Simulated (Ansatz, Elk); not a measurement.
**How far do independent atoms describe Fe2CuP2?**

Structure refinements treat a crystal as free atoms side by side. For a made-up structure of Fe2CuP2 (cell and positions from a PBEsol relaxation) the runs below show what the calculated density changes in F(hkl).

Main program and level: Elk 11.2.3 (patched build); DFT, PBE, all-electron APW+lo, Dirac cores, scalar-relativistic bands, static density, no spin.

The structure was built from a prototype and need not be the compound's stable phase.

### 1. The starting structure

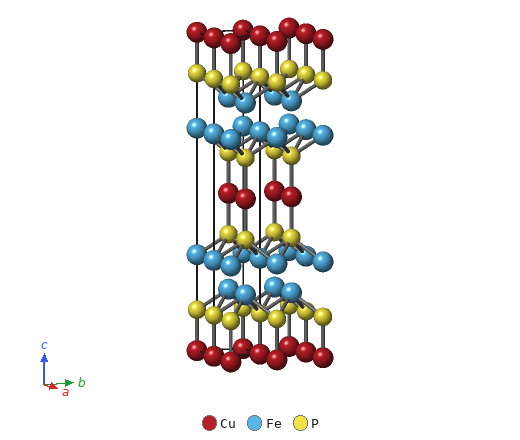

Start, viewed slightly off an axis; copper red, iron blue, phosphorus yellow. 2×2×1 cells are drawn. This picture shows the conventional cell, with its axes. Some periodic images of atoms are drawn too.

As a file:

```cif
data_structure
_symmetry_space_group_name_H-M 'I4/mmm'
_symmetry_Int_Tables_number 139
_cell_length_a 2.6445
_cell_length_b 2.6445
_cell_length_c 17.2915
_cell_angle_alpha 90.000
_cell_angle_beta 90.000
_cell_angle_gamma 90.000
_cell_volume 120.92
loop_
_atom_site_label
_atom_site_type_symbol
_atom_site_symmetry_multiplicity
_atom_site_Wyckoff_symbol
_atom_site_fract_x
_atom_site_fract_y
_atom_site_fract_z
_atom_site_occupancy
Cu1 Cu 2 a 0.00000 0.00000 0.00000 1
Fe1 Fe 4 e 0.00000 0.00000 0.30130 1
P1 P 4 e 0.50000 0.50000 0.37141 1
```

### 2. Ground state and structure factors

An all-electron density is needed, since X-rays see the cores too. Task 0 finds the density and task 195 Fourier-transforms it; tshift is off so that phases refer to the origin typed.

Contents of elk.in:

```
tasks
  0
  195

xctype
  20

spinpol
  .false.

rgkmax
  7.0

gmaxvr
  14.0

lmaxo
  7

lmaxapw
  8

swidth
  0.002

tshift
  .false.

hmaxvr
  5.5

maxscl
  120

epspot
  1e-06

sppath
  './'

avec
  -2.49865297101 2.49865297101 16.33807844670
  2.49865297101 -2.49865297101 16.33807844670
  2.49865297101 2.49865297101 -16.33807844670

atoms
  3
  'Cu.in'
  1
  0.0000000000 0.0000000000 -0.0000000000   0.000000 0.000000 0.000000
  'Fe.in'
  2
  0.3012995132 0.3012995132 -0.0000000000   0.000000 0.000000 0.000000
  0.6987004868 0.6987004868 -0.0000000000   0.000000 0.000000 0.000000
  'P.in'
  2
  0.8714082341 0.8714082341 -0.0000000000   0.000000 0.000000 0.000000
  0.1285917659 0.1285917659 0.0000000000   0.000000 0.000000 0.000000

ngridk
  12 12 12
```

Started as:

```bash
> OMP_NUM_THREADS=4 elk
```

Numbers of over 12 decimals in the logs are rounded to 6 here.

The program printed:

```text
┌─────────────────────────┐
│ Elk code version 11.2.3 │
└─────────────────────────┘

All units are atomic (Hartree, Bohr, etc.)

┌─────────────────────────────────────────────────┐
│ Ground-state run starting from atomic densities │
└─────────────────────────────────────────────────┘

Lattice vectors :
  -2.498652971       2.498652971       16.33807845
   2.498652971      -2.498652971       16.33807845
   2.498652971       2.498652971      -16.33807845

Reciprocal lattice vectors :
  0.3079597737E-16   1.257314517      0.1922865448
   1.257314517      0.3079597737E-16  0.1922865448
   1.257314517       1.257314517      0.3358204311E-17

Unit cell volume      :    408.0119224
Brillouin zone volume :   0.6079484441

Muffin-tin inner radius fraction :   0.1000000000E-01

Nuclei treated as point charges

Species : 1 (Cu)
 parameters loaded from : Cu.in
 name : copper
 nuclear charge    :   -29.00000000
 electronic charge :    29.00000000
 atomic mass :    115837.2717
 muffin-tin radius :    2.166200722
 number of radial points in muffin-tin :    993
 inner part over the whole radius :   0.9880828342E-02
 number on inner part of muffin-tin    :    699
 approximate nuclear radius :   0.7406004541E-04
 number of mesh points to nuclear radius :    338
 atomic positions (lattice), magnetic fields (Cartesian) :
  1 :   0.00000000  0.00000000  0.00000000    0.00000000  0.00000000  0.00000000

Species : 2 (Fe)
 parameters loaded from : Fe.in
 name : iron
 nuclear charge    :   -26.00000000
 electronic charge :    26.00000000
 atomic mass :    101799.2075
 muffin-tin radius :    2.277185378
 number of radial points in muffin-tin :    993
 inner part over the whole radius :   0.9894404021E-02
 number on inner part of muffin-tin    :    699
 approximate nuclear radius :   0.7160107270E-04
 number of mesh points to nuclear radius :    333
 atomic positions (lattice), magnetic fields (Cartesian) :
  1 :   0.30129951  0.30129951  0.00000000    0.00000000  0.00000000  0.00000000
  2 :  -0.30129951 -0.30129951  0.00000000    0.00000000  0.00000000  0.00000000

Species : 3 (P)
 parameters loaded from : P.in
 name : phosphorus
 nuclear charge    :   -15.00000000
 electronic charge :    15.00000000
 atomic mass :    56461.71230
 muffin-tin radius :    1.884071067
 number of radial points in muffin-tin :    793
 inner part over the whole radius :   0.9883482545E-02
 number on inner part of muffin-tin    :    551
 approximate nuclear radius :   0.6081821256E-04
 number of mesh points to nuclear radius :    251
 atomic positions (lattice), magnetic fields (Cartesian) :
  1 :  -0.12859177 -0.12859177  0.00000000    0.00000000  0.00000000  0.00000000
  2 :   0.12859177  0.12859177  0.00000000    0.00000000  0.00000000  0.00000000

Total number of atoms per unit cell :    5
Total muffin-tin volume :    197.5333874
 ratio of muffin-tin to unit cell volume :   0.4841363121

Spin treatment :
 spin-unpolarised

Number of Bravais lattice symmetries :   16
Number of crystal symmetries         :   16
Crystal has inversion symmetry
Real symmetric eigensolver will be used

k-point grid :     12    12    12
k-point offset :    0.000000000       0.000000000       0.000000000
k-point set is reduced with full crystal symmetry group
Total number of k-points :      163

Muffin-tin radius times maximum |G+k| :    7.000000000
 using average radius
Maximum |G+k| for APW functions       :    3.336920169
Maximum (1/2)|G+k|²                   :    5.567518108
Maximum |G| for potential and density :    14.00000000
Constant for pseudocharge density :    8
 order of it for each species :   15  15  15
 order of it for pair densities of each species (exact exchange by exxq0 0: 16) :   10  12   7
Radial integration step length :    1

G-vector grid sizes :     75    75    75
Number of G-vectors :    18889

Maximum angular momentum used for
 APW functions            :    8
 outer part of muffin-tin :    7
 inner part of muffin-tin :    2

Total nuclear charge    :   -111.0000000
[...]
electron entropic           :    -0.23818533275126E-02
 total energy                :     -4877.7299526626

Density of states at Fermi energy :    184.2965904
 (states/Hartree/unit cell)

Estimated indirect band gap :   0.1151361526E-04
 from k-point 112 to k-point 78
Estimated direct band gap   :   0.1596982199E-02
 at k-point 72

Charges :
 core                        :    52.00000000
 valence                     :    59.00000000
 interstitial                :    8.122665313
 muffin-tins (core leakage)
  species : 1 (Cu)
   atom 1                    :    24.47807088     (  0.6170238262E-03)
  species : 2 (Fe)
[...]
species : 3 (P)
[...]
total in muffin-tins        :    102.8773347
 total calculated charge     :    110.9945975
 total charge                :    111.0000000
 error                       :   0.5402498016E-02

RMS change in Kohn-Sham potential (target) :    1.906057095     (  0.1000000000E-05)
Absolute change in total energy (target)   :    18.39873763     (  0.1000000000E-03)

[... loops 3 to 19 left out ...]

┌──────────────────┐
│ Loop number : 20 │
└──────────────────┘

Energies :
 Fermi                       :     0.359132
 sum of occupied eigenvalues :     -2790.5441132769
 electron kinetic            :      4950.4590543993
 core electron kinetic       :      4467.2710938681
 Coulomb                     :     -9609.1882897882
 Coulomb potential           :     -7447.6254814145
 nuclear-nuclear             :     -804.51214605266
 electron-nuclear            :     -10188.244663691
 Hartree                     :      1383.5685199558
 Madelung                    :     -5885.3755490809
 xc potential                :     -293.37768626168
 exchange                    :     -221.04466489429
 correlation                 :     -5.082110
 electron entropic           :    -0.72417910438229E-03
 total energy                :     -4884.8567343475

Density of states at Fermi energy :    49.78470792
 (states/Hartree/unit cell)

Estimated indirect band gap :   0.1192324203E-03
 from k-point 30 to k-point 101
Estimated direct band gap   :   0.3714420749E-02
 at k-point 101

Charges :
 core                        :    52.00000000
 valence                     :    59.00000000
 interstitial                :    7.807559464
 muffin-tins (core leakage)
  species : 1 (Cu)
[...]
species : 2 (Fe)
[...]
species : 3 (P)
[...]
total in muffin-tins        :    103.1924405
 total calculated charge     :    110.9946837
 total charge                :    111.0000000
 error                       :   0.5316332266E-02

RMS change in Kohn-Sham potential (target) :   0.6588509382E-06 (  0.1000000000E-05)
Absolute change in total energy (target)   :   0.7944446224E-05 (  0.1000000000E-03)

Convergence targets achieved

┌──────────────────┐
│ Loop number : 21 │
└──────────────────┘

Energies :
 Fermi                       :     0.359132
 sum of occupied eigenvalues :     -2790.5441178295
 electron kinetic            :      4950.4590643654
 core electron kinetic       :      4467.2710919875
 Coulomb                     :     -9609.1883012633
 Coulomb potential           :     -7447.6254680788
 nuclear-nuclear             :     -804.51214605266
 electron-nuclear            :     -10188.244700043
 Hartree                     :      1383.5685448328
 Madelung                    :     -5885.3755672239
 xc potential                :     -293.37771411612
 exchange                    :     -221.04466597432
 correlation                 :     -5.082110
 electron entropic           :    -0.72417902183619E-03
 total energy                :     -4884.8567369436

Density of states at Fermi energy :    49.78470850
 (states/Hartree/unit cell)

Estimated indirect band gap :   0.1192316426E-03
 from k-point 30 to k-point 101
Estimated direct band gap   :   0.3714432247E-02
 at k-point 101

Charges :
 core                        :    52.00000000
 valence                     :    59.00000000
 interstitial                :    7.807558992
 muffin-tins (core leakage)
  species : 1 (Cu)
[...]
species : 2 (Fe)
[...]
atom 2                    :    25.22917386     ( -0.2227878078E-06)
  species : 3 (P)
   atom 1                    :    12.48148780     (  0.1984880086E-02)
   atom 2                    :    12.48148780     (  0.1984880086E-02)
 total in muffin-tins        :    103.1924410
 total calculated charge     :    110.9946837
 total charge                :    111.0000000
 error                       :   0.5316332389E-02

┌──────────────────────────────┐
│ Self-consistent loop stopped │
└──────────────────────────────┘

Warning : core states of species 1 leak from the muffin-tin :   0.5781040410E-03

Warning : core states of species 3 leak from the muffin-tin :   0.1984880086E-02

Wrote STATE.OUT
```

Wall time 2.3 min (4 threads of Arm Neoverse V2, shared host); peak memory 0.37 GiB.

SFACRHO.OUT:

```text

h k l indices transformed by vhmat matrix:
   1.000000000       0.000000000       0.000000000    
   0.000000000       1.000000000       0.000000000    
   0.000000000       0.000000000       1.000000000    

      h      k      l  multipl.   |H|            Re(F)            Im(F)           |F|

      0      0      0      1   0.0000000       111.00000      0.26332223E-16   111.00000    
      1      1     -1      2  0.38457309      -13.389022      0.11324606E-13   13.389022    
      2      2     -2      2  0.76914618       14.041809      0.17694697E-15   14.041809    
     -3     -3      3      2   1.1537193       42.380738      0.28311514E-13   42.380738    
      1      0     -1      8   1.2719331       25.336284      -0.0000000       25.336284    
      2      1     -1      8   1.3833318       40.188797     -0.12740181E-13   40.188797    
      4      4     -4      2   1.5382924       8.9309315      0.33973817E-13   8.9309315    
     -3     -2      3      8   1.5827800      -27.392900     -0.32558242E-13   27.392900    
     -1      1      0      4   1.7781112       74.207820     -0.36816775E-14   74.207820    
     -1     -1      0      8   1.8192240      -8.0889426     -0.56623029E-14   8.0889426    
      4      3     -4      8   1.8418934       61.432413     -0.21233636E-13   61.432413    
      5      5     -5      2   1.9228654       49.529727     -0.59454180E-13   49.529727    
      1      3     -2      8   1.9373346       11.930982     -0.56623029E-14   11.930982    
     -2     -4      3      8   2.1196103       32.472140      0.25480363E-13   32.472140    
      4      5     -5      8   2.1390987       20.365204      0.14155757E-13   20.365204    
      6      6     -6      2   2.3074385      -19.869094      0.82103392E-13   19.869094    
     -5     -3      4      8   2.3511748       8.0573927     -0.24064787E-13   8.0573927    
      5      6     -5      8   2.4606316      -7.3474135      0.22649212E-13   7.3474135
```

Elk indexes on the primitive cell of elk.in and gives |H| = 4π sin θ/λ in inverse bohr. Below, one row stands for each form hkl of the conventional cell (m members, Friedel mates merged), F is for one primitive cell and the density is static (no thermal factor). Free-atom factors are Waasmaier and Kirfel's, and R is Σm||F|−|F'||/Σm|F|.

```
   hkl  m  sin θ/λ (Å⁻¹)  abs F, DFT  neutral atoms   diff.
   002  2          0.058      13.389         13.125  +0.264
   004  2          0.116      14.042         14.185  -0.143
   006  2          0.173      42.381         42.377  +0.003
   101  8          0.191      25.336         25.520  -0.184
   103  8          0.208      40.189         40.509  -0.320
   008  2          0.231       8.931          9.309  -0.378
   105  8          0.238      27.393         27.243  +0.150
   110  4          0.267      74.208         74.743  -0.535
   112  8          0.274       8.089          8.091  -0.002
   107  8          0.277      61.432         62.194  -0.762
0 0 10  2          0.289      49.530         50.410  -0.881
   114  8          0.291      11.931         12.287  -0.357
   116  8          0.319      32.472         32.949  -0.477
   109  8          0.322      20.365         20.613  -0.247
0 0 12  2          0.347      19.869         20.201  -0.332
   118  8          0.354       8.057          8.153  -0.095
1 0 11  8          0.370       7.347          7.512  -0.165
   200  4          0.378      61.276         61.560  -0.283
```

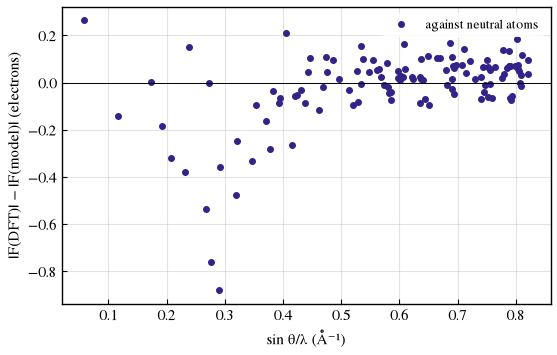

Difference between the calculated structure factors and the independent-atom ones.

### 3. Outcome

| Quantity | Value |
| --- | --- |
| R against neutral atoms, sin θ/λ < 0.3 Å⁻¹ | 1.01 % |
| R against neutral atoms, 0.3 to 0.82 Å⁻¹ | 0.43 % |

What this shows: Independent neutral atoms miss the calculated amplitudes by R = 1.01 % below 0.3 Å⁻¹ and 0.43 % from there to 0.82 Å⁻¹; by shells, 1.48 % below 0.15 Å⁻¹ (2 forms), 1.00 % 0.15 to 0.3 (10 forms), 0.60 % 0.3 to 0.45 (17 forms), 0.39 % above 0.45 (92 forms). Bonding, aspherical density and the tables' own atoms all enter these figures, and the runs don't part them. The largest change of an amplitude is -0.88 electrons, at 0 0 10. The basis has no finished test. The k-mesh has no finished test. These runs have no spin, though d or f shells may be open. Part of the difference isn't bonding: the tables are fits to free atoms and ions calculated by other methods than this functional. Thermal motion, anomalous dispersion and extinction are left out.

[Logs are printed without paths, hosts, clocks, repeated set-up lines and the standing remarks that a program may print on its own settings, such as how far it seeks lower states.]

[Hosts, paths, dates, database ids (printed as entryN), source tags and the programs' standing remarks are cut or masked in the printed files.]
